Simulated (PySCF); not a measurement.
```xyz
2

Ca    0.0000    0.0000   -0.5139
O     0.0000    0.0000    1.2841
```

These are results of PBE0/6-31G(d,p), non-relativistic, at a bond length of 1.798 Å (PySCF), not measurements.

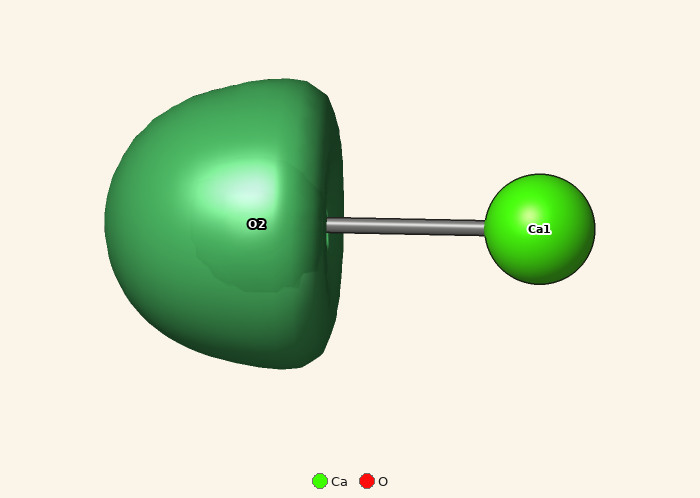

CaO. Isosurface of the ELF at 0.75 (green), seen from one side. Only the valence region is drawn (cores and ρ < 0.01 e/Å³ removed).

Q: Describe the localisation domains.

A: At this value the surface marks out one region wrapped around O (its valence shell). Along the contacts the grid gives the following. Ca–O (1.80 Å): the ELF peaks at about 0.85 in the valence shell of O, 0.5 Å from its nucleus, and drops to about 0.30 between the two atoms: an ionic contact with no shared pair.
